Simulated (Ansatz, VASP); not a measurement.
# GaP: VASP beside Ansatz

Aim: how closely do two programs agree when they are given the same cell, functional and k mesh? The cell is taken from a series of VASP runs on this material, whose earlier steps may have relaxed, scaled or displaced it; both programs get it as it stands. Valence electrons are named where the data sets of a main pair hold unlike numbers.

Main program and level: Ansatz 0.2.0; plane waves, with VASP 6.6.1 beside it; band structure at LDA, spin-orbit coupling and band structure at r2SCAN, spin-orbit coupling.

## Step 1: The structure

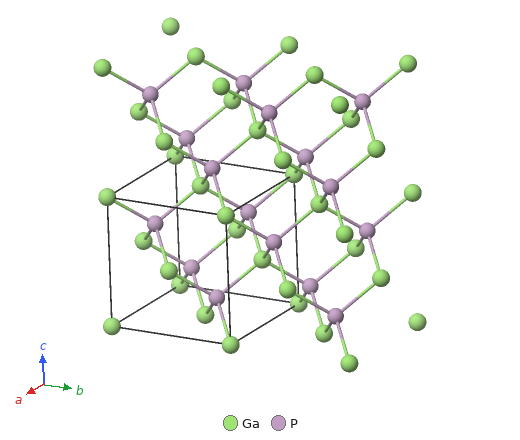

Start, viewed slightly off an axis; gallium green, phosphorus pink. 1×2×2 cells are drawn. This picture shows the conventional cell, with its axes. Bonds to atoms that aren't drawn are left out. Some periodic images of atoms are drawn too.

Structure file:

```
Ga P
1.0
     0.00000    2.72525    2.72525
     2.72525    0.00000    2.72525
     2.72525    2.72525    0.00000
Ga P
1 1
Direct
  0.00000 0.00000 0.00000
  0.75000 0.75000 0.75000
```

## Step 2: VASP: band structure, LDA, spin-orbit coupling

The same path points are solved in both programs, so levels can be compared one by one.

Lines of VASP's logs that name or quote its potential files are left out, and so is its time.

INCAR reads:

```
SYSTEM = GaP
PREC = Accurate
ENCUT = 350
EDIFF = 1E-06
NELM = 100
ISMEAR = 0
SIGMA = 0.03
LREAL = .FALSE.
ALGO = Normal
GGA = CA
LNONCOLLINEAR = .TRUE.
MAGMOM = 0 0 0 0 0 0
NBANDS = 30
GGA_COMPAT = .FALSE.
LASPH = .TRUE.
LSORBIT = .TRUE.
LORBIT = 11
LWAVE = .FALSE.
LCHARG = .FALSE.
KPAR = 4
```

POSCAR reads:

```
GaP
1.0
    0.0000000000      2.7252500000      2.7252500000
    2.7252500000      0.0000000000      2.7252500000
    2.7252500000      2.7252500000      0.0000000000
Ga P
1 1
Direct
    0.0000000000      0.0000000000      0.0000000000
    0.7500000000      0.7500000000      0.7500000000
```

KPOINTS reads:

```
Automatic mesh
0
Gamma
8 8 8
0 0 0
```

KPOINTS_OPT reads:

```
Line mode
10
Line-mode
Reciprocal
  0.00000000   0.00000000   0.00000000 GAMMA
  0.50000000   0.00000000   0.50000000 X

  0.50000000   0.00000000   0.50000000 X
  0.50000000   0.25000000   0.75000000 W

  0.50000000   0.25000000   0.75000000 W
  0.37500000   0.37500000   0.75000000 K

  0.37500000   0.37500000   0.75000000 K
  0.00000000   0.00000000   0.00000000 GAMMA

  0.00000000   0.00000000   0.00000000 GAMMA
  0.50000000   0.50000000   0.50000000 L

  0.50000000   0.50000000   0.50000000 L
  0.62500000   0.25000000   0.62500000 U

  0.62500000   0.25000000   0.62500000 U
  0.50000000   0.25000000   0.75000000 W

  0.50000000   0.25000000   0.75000000 W
  0.50000000   0.50000000   0.50000000 L

  0.50000000   0.50000000   0.50000000 L
  0.37500000   0.37500000   0.75000000 K

  0.62500000   0.25000000   0.62500000 U
  0.50000000   0.00000000   0.50000000 X
```

PAW data sets: Ga_d and P (LDA family, release 64).

On the command line:

```console
$ mpirun -np 4 vasp_ncl
```

Numbers of over 12 decimals in the logs are rounded to 6 here.

The program printed:

```text
[banner, memory and clock lines left out]
running    4 mpi-ranks, on    1 nodes
 distrk:  each k-point on    1 cores,    4 groups
 distr:  one band on    1 cores,    1 groups

 POSCAR found type information on POSCAR GaP
 POSCAR found :  2 types and       2 ions
 LDA part: xc-table for (Slater(with rela. corr.)+CA(PZ))
 , standard interpolation
 POSCAR, INCAR and KPOINTS ok, starting setup
 FFT: planning ... GRIDC
 FFT: planning ... GRID_SOFT
 FFT: planning ... GRID
 WAVECAR not read
 entering main loop
       N       E                     dE             d eps       ncg     rms          rms(c)
DAV:   1     0.109140001734E+03    0.10914E+03   -0.67673E+03  2814   0.141E+03
DAV:   2     0.358478234003E+01   -0.10556E+03   -0.10001E+03  2688   0.365E+02
DAV:   3    -0.103149693557E+02   -0.13900E+02   -0.13730E+02  3068   0.102E+02
DAV:   4    -0.107541798630E+02   -0.43921E+00   -0.43830E+00  3150   0.199E+01
DAV:   5    -0.107645794036E+02   -0.10400E-01   -0.10397E-01  3134   0.282E+00    0.435E+00
DAV:   6    -0.104957137183E+02    0.26887E+00   -0.31414E-01  3850   0.108E+01    0.263E+00
DAV:   7    -0.104514000192E+02    0.44314E-01   -0.13266E-01  3142   0.254E+00    0.108E+00
DAV:   8    -0.104470108602E+02    0.43892E-02   -0.20291E-02  3324   0.220E+00    0.240E-01
DAV:   9    -0.104467297801E+02    0.28108E-03   -0.23040E-03  3872   0.942E-01    0.120E-01
DAV:  10    -0.104467582596E+02   -0.28480E-04   -0.27143E-04  4002   0.190E-01    0.302E-02
DAV:  11    -0.104467557333E+02    0.25263E-05   -0.54205E-05  3626   0.123E-01    0.124E-02
DAV:  12    -0.104467591169E+02   -0.33836E-05   -0.72306E-06  2896   0.279E-02    0.817E-03
DAV:  13    -0.104467589857E+02    0.13123E-06   -0.44552E-07  1908   0.849E-03
   1 F= -.10446759E+02 E0= -.10446759E+02  d E =-.175339E-25  mag=     0.0000    -0.0000     0.0000
 Start KPOINTS_OPT (optional k-point list driver)
k-point batch [1-43\100]
       N       E                     dE             ncg
DAV:   1     0.670826713621E+03   -0.15275E+05     2854
DAV:   2    -0.389941592116E+04   -0.45702E+04     2700
DAV:   3    -0.450230691032E+04   -0.60289E+03     3158
DAV:   4    -0.452118099722E+04   -0.18874E+02     3098
DAV:   5    -0.452162787572E+04   -0.44688E+00     3182
DAV:   6    -0.452165200723E+04   -0.24132E-01     3810
DAV:   7    -0.452165221641E+04   -0.20917E-03     3260
DAV:   8    -0.452165221936E+04   -0.29541E-05     2724
DAV:   9    -0.452165221970E+04   -0.33614E-06     1964
[...]
k-point batch [87-100\100]
       N       E                     dE             ncg
DAV:   1     0.146982736084E+05   -0.72426E+04      922
DAV:   2     0.132657820223E+05   -0.14325E+04      922
DAV:   3     0.130895297903E+05   -0.17625E+03     1026
DAV:   4     0.130845416558E+05   -0.49881E+01     1004
DAV:   5     0.130844268421E+05   -0.11481E+00     1048
DAV:   6     0.130844201112E+05   -0.67309E-02     1238
DAV:   7     0.130844200483E+05   -0.62892E-04     1102
DAV:   8     0.130844200477E+05   -0.59300E-06      860
```

OUTCAR, selected parts (step 2):

```text
ion  position               nearest neighbor table
   1  0.000  0.000  0.000-   2 2.36   2 2.36   2 2.36   2 2.36
   2  0.750  0.750  0.750-   1 2.36   1 2.36   1 2.36   1 2.36

  LATTYP: Found a face centered cubic cell.
 ALAT       =     5.4505000000

 Subroutine GETGRP returns: Found 24 space group operations
 (whereof 24 operations were pure point group operations)

The static configuration has the point symmetry T_d .

 Found     43 irreducible k-points:

   k-points           NKPTS =     43   k-points in BZ     NKDIM =     43   number of bands    NBANDS=     30

   dimension x,y,z NGX =    24 NGY =   24 NGZ =   24
   dimension x,y,z NGXF=    48 NGYF=   48 NGZF=   48

   ENCUT  =  350.0 eV  25.72 Ry    5.07 a.u.   5.88  5.88  5.88*2*pi/ulx,y,z

   NELECT =      18.0000    total number of electrons

 k-points in reciprocal lattice and weights: Automatic mesh
   0.00000000  0.00000000  0.00000000       0.002
   0.12500000  0.00000000  0.00000000       0.008
  -0.12500000  0.00000000  0.00000000       0.008
   0.25000000  0.00000000  0.00000000       0.008
  -0.25000000  0.00000000  0.00000000       0.008
   0.37500000  0.00000000  0.00000000       0.008
  -0.37500000  0.00000000  0.00000000       0.008
   0.50000000  0.00000000  0.00000000       0.008
   0.12500000  0.12500000  0.00000000       0.012
[...]
-0.37500000  0.50000000  0.12500000       0.023
  -0.25000000  0.50000000  0.25000000       0.012

 average (electrostatic) potential at core
       1 -66.5506       2 -84.6299

 E-fermi :   4.7448

 k-point     1 :       0.0000    0.0000    0.0000
  band No.  band energies     occupation
    ...
     14       4.4454      1.00000
     15       4.5334      1.00000
     16       4.5334      1.00000
     17       4.5334      1.00000
     18       4.5334      1.00000
     19       6.1411      0.00000
     20       6.1411      0.00000
     21       8.1801      0.00000
     22       8.1801      0.00000
     23       8.3546      0.00000
    ...

 k-point     2 :       0.1250    0.0000    0.0000
  band No.  band energies     occupation
    ...
     14       2.8322      1.00000
     15       4.2393      1.00000
     16       4.2393      1.00000
     17       4.2994      1.00000
     18       4.3030      1.00000
     19       6.8020      0.00000
     20       6.8020      0.00000
     21       8.5822      0.00000
     22       8.5822      0.00000
     23       8.7056      0.00000
    ...

 k-point     3 :      -0.1250    0.0000    0.0000
  band No.  band energies     occupation
    ...
     14       2.8322      1.00000
     15       4.2393      1.00000
     16       4.2393      1.00000
     17       4.2994      1.00000
     18       4.3030      1.00000
     19       6.8020      0.00000
     20       6.8020      0.00000
     21       8.5822      0.00000
     22       8.5822      0.00000
     23       8.7056      0.00000
    ...

  Total       -0.7321119     -0.7321119     -0.7321119      0.0000000      0.0000000     -0.0000000
  in kB      -28.9760391    -28.9760391    -28.9760391      0.0000000      0.0000000     -0.0000000
  external PRESSURE =     -28.9760391 kB  Pullay stress =       0.0000000 kB

  energy-cutoff  :      350.00
  volume of cell :       40.48
      direct lattice vectors                 reciprocal lattice vectors
     0.000000000  2.725250000  2.725250000    -0.183469406  0.183469406  0.183469406
     2.725250000  0.000000000  2.725250000     0.183469406 -0.183469406  0.183469406
     2.725250000  2.725250000  0.000000000     0.183469406  0.183469406 -0.183469406

 POSITION                                       TOTAL-FORCE (eV/Angst)
 -----------------------------------------------------------------------------------
      0.00000      0.00000      0.00000        -0.000000      0.000000      0.000000
      4.08788      4.08788      4.08788         0.000000     -0.000000     -0.000000
 -----------------------------------------------------------------------------------
    total drift:                                0.000000      0.000000      0.000000

  FREE ENERGIE OF THE ION-ELECTRON SYSTEM (eV)
  ---------------------------------------------------
  free  energy   TOTEN  =       -10.4467589857 eV

  energy  without entropy=      -10.4467589857  energy(sigma->0) =      -10.44675899

 Spin-Orbit-Coupling matrix elements
 Ion:    1  E_soc:     -0.0122447
 Ion:    2  E_soc:     -0.0009505

 total charge
# of ion       s       p       d       tot
------------------------------------------
    1        0.875   0.860  10.009  11.744
    2        1.025   1.513   0.000   2.538
--------------------------------------------------
tot          1.900   2.373  10.009  14.282

 magnetization (x)
# of ion       s       p       d       tot
------------------------------------------
    1       -0.000   0.000  -0.000  -0.000
    2       -0.000  -0.000   0.000  -0.000
--------------------------------------------------
tot         -0.000  -0.000  -0.000  -0.000

 magnetization (y)
# of ion       s       p       d       tot
------------------------------------------
    1        0.000   0.000   0.000   0.000
    2        0.000  -0.000   0.000  -0.000
--------------------------------------------------
tot          0.000  -0.000   0.000  -0.000

 magnetization (z)
# of ion       s       p       d       tot
------------------------------------------
    1        0.000  -0.000  -0.000  -0.000
    2       -0.000   0.000   0.000  -0.000
--------------------------------------------------
tot         -0.000   0.000  -0.000  -0.000

[... 3 further parts left out ...]
```

The run ends at a pressure of -2.90 GPa.

## Step 3: Ansatz: band structure, LDA, spin-orbit coupling

Ansatz runs on its fully relativistic PAW (standard-fr) files.

The same cell, functional (in two slightly different forms), mesh and smearing now go to Ansatz, which takes its cutoff from its data sets.

input.yaml reads:

```yaml
crystal:
  lattice:
    - [0.0, 2.72525, 2.72525]
    - [2.72525, 0.0, 2.72525]
    - [2.72525, 2.72525, 0.0]
  atoms:
    - { symbol: Ga, position: [0.0, 0.0, 0.0] }
    - { symbol: P, position: [0.75, 0.75, 0.75] }
hamiltonian:
  xc: lda
  pseudopotentials: { kind: paw_fr }
magnetization:
  noncollinear: true
  spin_orbit: true
kpoints:
  mp_grid: { grid: [8, 8, 8] }
  band_path:
    path:
      - [0.0, 0.0, 0.0]
      - [0.16667, 0.0, 0.16667]
      - [0.33333, 0.0, 0.33333]
      - [0.44444, 0.0, 0.44444]
      - [0.5, 0.0, 0.5]
      - [0.5, 0.08333, 0.58333]
      - [0.5, 0.19444, 0.69444]
      - [0.5, 0.25, 0.75]
      - [0.45833, 0.29167, 0.75]
      - [0.40278, 0.34722, 0.75]
      - [0.375, 0.375, 0.75]
      - [0.20833, 0.20833, 0.41667]
      - [0.08333, 0.08333, 0.16667]
      - [0.0, 0.0, 0.0]
      - [0.22222, 0.22222, 0.22222]
      - [0.38889, 0.38889, 0.38889]
      - [0.51389, 0.47222, 0.51389]
      - [0.55556, 0.38889, 0.55556]
      - [0.61111, 0.27778, 0.61111]
      - [0.61111, 0.25, 0.63889]
      - [0.56944, 0.25, 0.68056]
      - [0.51389, 0.25, 0.73611]
      - [0.5, 0.27778, 0.72222]
      - [0.5, 0.38889, 0.61111]
      - [0.5, 0.47222, 0.52778]
      - [0.48611, 0.48611, 0.52778]
      - [0.43056, 0.43056, 0.63889]
      - [0.38889, 0.38889, 0.72222]
      - [0.59722, 0.19444, 0.59722]
      - [0.55556, 0.11111, 0.55556]
      - [0.5, 0.0, 0.5]
    npoints: 1
scf:
  occupations: { method: gaussian, width: 0.03 }
  n_extra_bands: 14
output:
  forces: true
  stress: true
  eigenvalues: true
```

On the command line:

```console
$ ansatz run input.yaml --threads 2 --pin off --max-ram 4608MiB --backend cpu --events-out ev --progress --plain --runs-dir out
```

The program printed:

```text
scf.n_extra_bands = 14 over 18 filled bands (N_el = 18.0): the run solves 32 bands
Engine: ansatz 0.2.0, x86_64-unknown-linux-gnu
Pseudopotentials: kind: paw_fr
Pseudopotential: Ga, paw_fr, valence charge 13, recommended cutoff 420 eV (normal), Ga.paw.azcp#standard-fr
Pseudopotential: P, paw_fr, valence charge 5, recommended cutoff 420 eV (normal), P.paw.azcp#standard-fr
Functional definition: SPW92
  exchange = slater_x
  correlation = pw_c
non-collinear run that drives no moment, with spin-orbit: no starting moment large enough to seed its density (crystal.atoms[].spin), no starting occupations that ask for one, no magnetisation constraint and no magnetic field, so the semilocal B_xc is pinned to zero
Crystal: 2 atoms, lattice volume = 40.481 Å³
Basis set: ecut = 420 eV, 749 PW (Γ)
Bands: 32, of which v1, the nominal top of the filled ones, is band 18 counted from 1 (17 counted from 0)
Symmetry: 24 space group operations + 24 with time reversal
Magnetic group: BNS 216.75 (UNI 1577), of the structure as read, at distance tolerance 3.4e-5 Å
k-points: 29 of 512 (time reversal used)
Projection manifold: j_resolved (fully-relativistic pseudo-atomic orbitals)
Non-local potential: Ga, projectors of the file, l = 0: 2, l = 1: 4, l = 2: 6, l = 3: 2
Non-local potential: P, projectors of the file, l = 0: 2, l = 1: 4, l = 2: 4
PAW form: soft (Blöchl's): semilocal exchange-correlation on the pseudo side does not see the compensation charge
PAW frozen core: Ga, regenerated for the run's functional, and the local potential with it (the file was generated under x = pbe(κ = 0.804, μ = 0.219515), c = pbe(β = 0.066725))
PAW frozen core: P, regenerated for the run's functional, and the local potential with it (the file was generated under x = pbe(κ = 0.804, μ = 0.219515), c = pbe(β = 0.066725))
PAW one-centre angular grid: Ga, 590 points (default); XC on 64 Gauss nodes
PAW one-centre angular grid: P, 110 points (default); XC on 64 Gauss nodes
Initial density: superposition of atomic densities (chi_scale 0.1, normalization cell, long waves kept (reshape's long-wave potential 0.00 eV rms))
Initial wavefunctions: pseudopotential atomic-orbital guess
Functional: x = slater, c = lda
SCF iter   1: F=—  HF=-4434.034087 eV  |F-HF|=—  |Δ(HF+E_count)|=         —  Δρ=4.02e-2  dr2=6.23e-1  dr2_m=0.00e0 (ungated)  ethr=3.10e-3  |M|=0.00e0 ∫|m|=0.00e0 μB  |m|>n=0.0e0 m-floor=0.0e0 τ_xc=0.0e0  β_m=0.30  ⟨swp⟩=9.1  Hψ=6356  notcnv=0  defer=27
preconditioner: auto → none  [insulator: Δε(μ)=1.771 eV  Ē_g=17.875 eV  σ=0.030 eV  W_gap=1.00  n_scr=14 (ndim 8)  ℏωp=24.8 eV  f_vac=0.000  D(μ)=0.00/eV (n_scr^D=0)  ε∞_Penn≈2.9]
SCF iter   2: F=—  HF=-4433.887553 eV  |F-HF|=—  |Δ(HF+E_count)|=   1.47e-1  Δρ=2.54e-2  dr2=1.96e-1  dr2_m=0.00e0 (ungated)  ethr=3.10e-3  |M|=0.00e0 ∫|m|=0.00e0 μB  |m|>n=0.0e0 m-floor=0.0e0 τ_xc=0.0e0  β_m=0.47  ⟨swp⟩=2.0  Hψ=1344  notcnv=0  defer=212
SCF iter   3: F=—  HF=-4433.832360 eV  |F-HF|=—  |Δ(HF+E_count)|=   5.52e-2  Δρ=6.13e-3  dr2=8.22e-3  dr2_m=0.00e0 (ungated)  ethr=1.09e-3  |M|=0.00e0 ∫|m|=0.00e0 μB  |m|>n=0.0e0 m-floor=0.0e0 τ_xc=0.0e0  β_m=0.53  ⟨swp⟩=2.3  Hψ=1031  notcnv=0  defer=222
SCF iter   4: F=—  HF=-4433.830860 eV  |F-HF|=—  |Δ(HF+E_count)|=   1.50e-3  Δρ=1.47e-3  dr2=2.71e-4  dr2_m=0.00e0 (ungated)  ethr=4.56e-5  |M|=0.00e0 ∫|m|=0.00e0 μB  |m|>n=0.0e0 m-floor=0.0e0 τ_xc=0.0e0  β_m=0.55  ⟨swp⟩=3.0  Hψ=1443  notcnv=0  defer=222
SCF iter   5: F=—  HF=-4433.830798 eV  |F-HF|=—  |Δ(HF+E_count)|=   6.20e-5  Δρ=3.08e-4  dr2=2.37e-5  dr2_m=0.00e0 (ungated)  ethr=1.51e-6  |M|=0.00e0 ∫|m|=0.00e0 μB  |m|>n=0.0e0 m-floor=0.0e0 τ_xc=0.0e0  β_m=0.58  ⟨swp⟩=2.0  Hψ=1067  notcnv=0  defer=222
SCF iter   6: F=—  HF=-4433.830789 eV  |F-HF|=—  |Δ(HF+E_count)|=   9.00e-6  Δρ=6.48e-5  dr2=5.73e-7  dr2_m=0.00e0 (ungated)  ethr=1.32e-7  |M|=0.00e0 ∫|m|=0.00e0 μB  |m|>n=0.0e0 m-floor=0.0e0 τ_xc=0.0e0  β_m=0.72  ⟨swp⟩=2.0  Hψ=1382  notcnv=0  defer=222
SCF iter   7: F=-4433.830789 eV  HF=-4433.830789 eV  |F-HF|=2.62e-8  |Δ(HF+E_count)|=   9.50e-8  Δρ=7.60e-6  dr2=2.08e-8  dr2_m=0.00e0 (ungated)  ethr=5.56e-10  |M|=0.00e0 ∫|m|=0.00e0 μB  |m|>n=0.0e0 m-floor=0.0e0 τ_xc=0.0e0  ⟨swp⟩=11.7  Hψ=5126  notcnv=0
SCF 1 converged in 7 iterations: F = -4433.830789 eV  dr2 = 2.08e-8
  greatest PAW one-centre occupation: 0.994 electrons in one spin orbital (limit 2), on the Ga atom at site 0 (counted from 0), in its partial waves of l = 2
NSCF: frozen V_eff on 31 k-points
SCF converged after 7 iterations
Magnetization: |M| = 0.0000 μB,  M = (+0.0000, +0.0000, +0.0000) μB
Absolute magnetization: 0.0000 μB (∫|m|)
  site 0: m = (+0.0000, +0.0000, +0.0000) μB, |m| = 0.0000 μB  (R = 0.97 Å)
  site 1: m = (+0.0000, +0.0000, +0.0000) μB, |m| = 0.0000 μB  (R = 0.97 Å)
Free energy (F): -4433.830789 eV
Harris-Foulkes:  -4433.830789 eV  (|F-HF|=2.62e-8)
Internal energy: -4433.830789 eV  (E = F + TS)
E sigma→0 (E₀):  -4433.830789 eV
Fermi energy:    7.600457 eV
--- Per-component energies (eV) ---
  E_band       = -64.439482
  E_kinetic    = 186.654438
  E_local      = -2205.870162  (includes V_loc(G=0)·N_el)
  E_nonlocal   = 462.125943
  E_hartree    = 1017.376860
  E_xc         = -130.101790
  E_vxc        = -119.635434  (∫ρ·V_xc dr)
  E_paw        = -2453.222374  (= ΣΔE_a)
  E_vpaw       = -422.472171  (= ΣTr[D̂ρ^β])
  E_aug_tail   = -0.000117  (compensation charges beyond the density's cutoff)
  E_ewald      = -1312.644944
  E_core_change = 1.851356  (= ΣΔE_core)
  E_smearing   = -0.000000  (= −TS)
  E_closure    = -0.000000  (closes the sum)
  Σ components = -4433.830789   (vs F -4433.830789, Δ=0.00e0)
--- Forces (eV/Å), atoms counted from 1 ---
  atom   1  Ga    -0.00000000    -0.00000000     0.00000000
  atom   2  P      0.00000000    -0.00000000    -0.00000000
  max |Σ_I F_I| component: 8.33e-17 eV/Å
--- Stress (GPa, compression-positive) ---
       -2.764352       0.000000      -0.000000
        0.000000      -2.764352       0.000000
       -0.000000       0.000000      -2.764352
  P = ⅓ Tr σ = -2.7644 GPa (-27.644 kbar)
--- Band table (eV; the first three rows and the last of 29) ---
  k-point 0: bands = [... 14 lower, 6.8701, 6.8701, 6.8701, 6.8701, 8.4503, 8.4503, 10.5107, 10.5107, ... 10 higher]
  k-point 1: bands = [... 14 lower, 6.5749, 6.5749, 6.6359, 6.6395, 9.1197, 9.1197, 10.9114, 10.9114, ... 10 higher]
  k-point 2: bands = [... 14 lower, 6.1340, 6.1340, 6.2004, 6.2047, 8.8282, 8.8282, 11.4379, 11.4379, ... 10 higher]
  k-point 28: bands = [... 14 lower, 3.2085, 3.2278, 3.3418, 3.3931, 11.4269, 11.4310, 11.5886, 11.6179, ... 10 higher]
```

Elapsed: 6.6 s, on 2 threads of Intel Xeon Platinum 8488C (Sapphire Rapids), shared host; peak memory 0.47 GiB.

[end of part 1 of 2]

[Lines on the potential files, build, host, timing and source positions are cut from VASP's logs without a mark.]

[Logs are printed without paths, hosts, clocks, repeated set-up lines and the standing remarks that a program may print on its own settings, such as how far it seeks lower states.]

[Hosts, paths, dates, database ids (printed as entryN), source tags and the programs' standing remarks are cut or masked in the printed files.]
